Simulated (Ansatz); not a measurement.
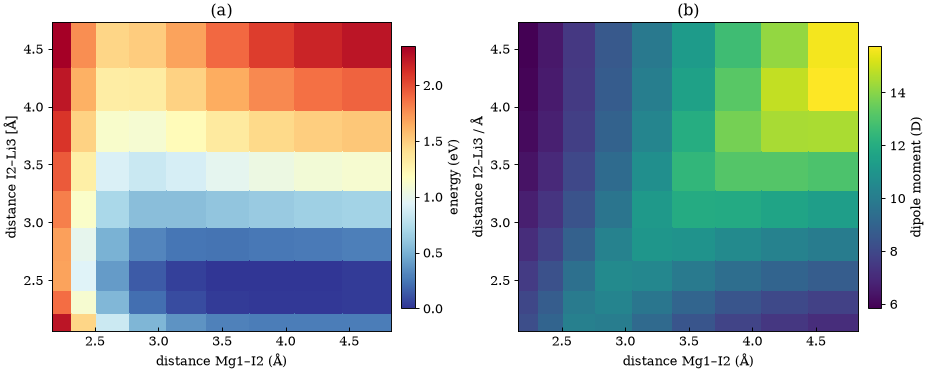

The system Mg + ILi. The first coordinate is: distance Mg1–I2; the second: distance I2–Li3. Nothing is relaxed (the angle Mg1–I2–Li3 is fixed at 180 degrees). The scan uses a 9 × 9 grid. Energies are in eV, from the lowest grid point. Computed with RKS r2SCAN-D4/def2-TZVPD in Ansatz 0.2.0.

Panel (a) is the energy; panel (b) is the computed dipole moment, in D.

The picture shows one coloured cell a grid point.

How does the dipole moment vary over the map, and what is it at the lowest grid point?

Leaving out the highest fifth of the energies, it runs from 6.5 D at distance Mg1–I2 = 2.401 Å, distance I2–Li3 = 4.154 Å to 14.5 D at distance Mg1–I2 = 4.640 Å, distance I2–Li3 = 3.787 Å. At the lowest grid point, distance Mg1–I2 = 3.891 Å, distance I2–Li3 = 2.532 Å, it is 9.4 D.
